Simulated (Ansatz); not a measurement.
**C2H2In (doublet): density, localisation and related maps**

Input

```
crystal:
  periodic: [false, false, false]
  atoms:
    - {symbol: C, position_ang: [-0.505912, 0.751838, -0.849628]}
    - {symbol: C, position_ang: [0.472061, 0.431207, -0.109293]}
    - {symbol: In, position_ang: [-1.529116, -0.308302, 1.128419]}
    - {symbol: H, position_ang: [-0.874261, 1.199393, -1.773015]}
    - {symbol: H, position_ang: [1.548588, 0.405054, 0.061105]}
basis:
  gaussian: {orbitals: def2-TZVPD}
magnetization: {spin_polarized: true, initial_magnetization: 1}
hamiltonian: {xc: {name: PBE0}}
output: {forces: true, orbitals: {seedname: orbitals}}
```

Command:

```sh
ansatz run input.yaml --threads 1 --pin off --max-ram 2610MiB --events-out events.jsonl --progress --plain --runs-dir runs
```

Geometry: PBE0-D3(BJ)/def2-SVP; core potentials replace the inner electrons of In.

These are results of isolated molecule in a Gaussian basis; Kohn-Sham density functional theory, functional PBE0 (Ansatz), not measurements.

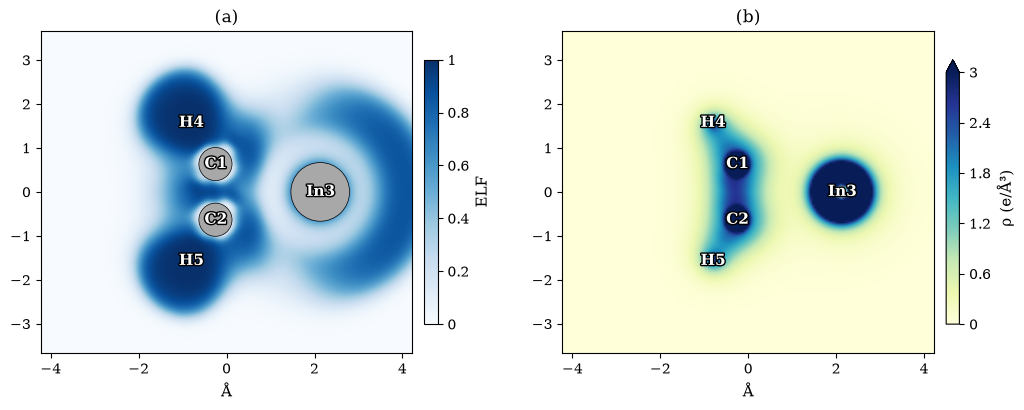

Figure 1. (a) electron localisation function; (b) electron density on the molecular plane. Grey discs cover the atomic cores in the ELF map.

### What do the fields say about this system?

The plane passes through C, In and H nuclei.
C–C (1.27 Å): the density is about 2.6 e/Å³ at the midpoint; the ELF peaks at about 0.90 between the atoms; a short, multiple covalent bond.
C–In (2.47 Å): ρ is about 0.33 e/Å³ halfway; the ELF peaks at about 0.75 in the valence shell of C, 0.7 Å from its nucleus, and drops to about 0.15 between the two atoms.
C–H (1.09 Å): ρ at the midpoint is about 2 e/Å³; the ELF climbs to about 1 towards the hydrogen, as it does in any bond to H; a covalent bond by its length.

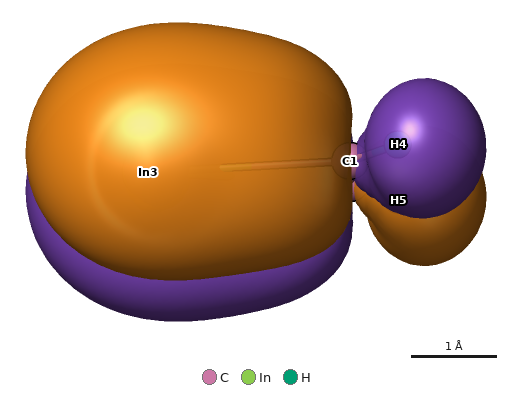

Figure 2. One frontier orbital at ±0.08 Å⁻³ᐟ² (orange and purple are the two phases), seen from one side.

### Which orbital is it: HOMO (β) or LUMO (β)?

The LUMO (β), at −2.13 eV. Its weight (Hirshfeld) is mainly on In3 (about 55 %), C1 (about 20 %) and C2 (about 20 %); it is symmetric in the molecular plane (an in-plane orbital: σ, lone-pair or in-plane π type).

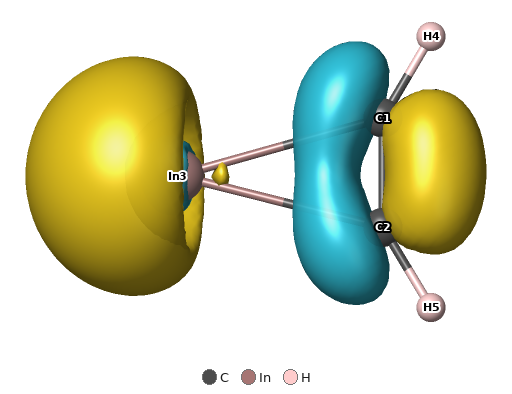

Figure 3. The HOMO (β) at ±0.15 Å⁻³ᐟ² (yellow and cyan are the two phases), seen across its widest extent.

### Describe this orbital and give its energy.

Its weight (Hirshfeld) is mainly on In3 (about 65 %), C1 (about 15 %) and C2 (about 15 %); it is symmetric in the molecular plane (an in-plane orbital: σ, lone-pair or in-plane π type). Its energy is −6.39 eV.
